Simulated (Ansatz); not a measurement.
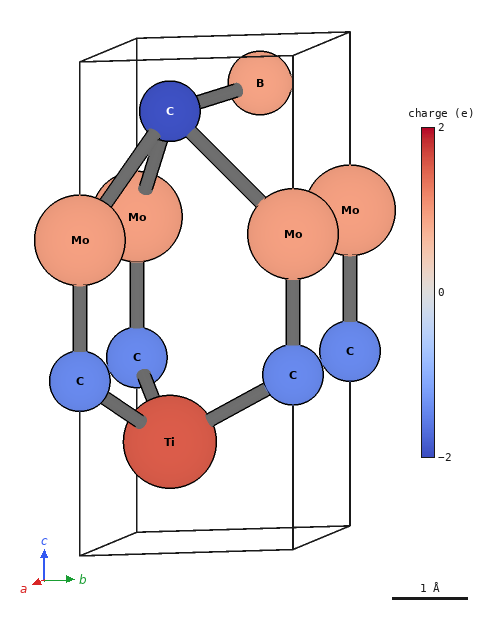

Ball-and-stick representation of a periodic structure, projected slightly off an axis. Thin lines show the simulation cell, with boundary atoms drawn in all their periodic places. The atoms of this TiBMoC₂ cell are coloured by their Bader charge.

Run with Ansatz 0.2.0, DFT PBE, scalar-relativistic, plane waves, PAW and these settings: a basis cut at 420 eV, the zone sampled with 12×12×6 points, Gaussian smearing of 0.1 eV, no spin polarisation.

**Which atoms are positive and which negative?**

Most positive: Ti; most negative: C. Charges: about Ti +1.5 e; B +0.9 e; Mo +0.9 e; C -1.9 to -1.4 e.

The starting point was a structure type filled with these elements by a generator (whether the compound takes this form wasn't checked). Earlier steps of the study may have refined or changed the cell and positions. Ansatz was used for an electronic-structure calculation on it.
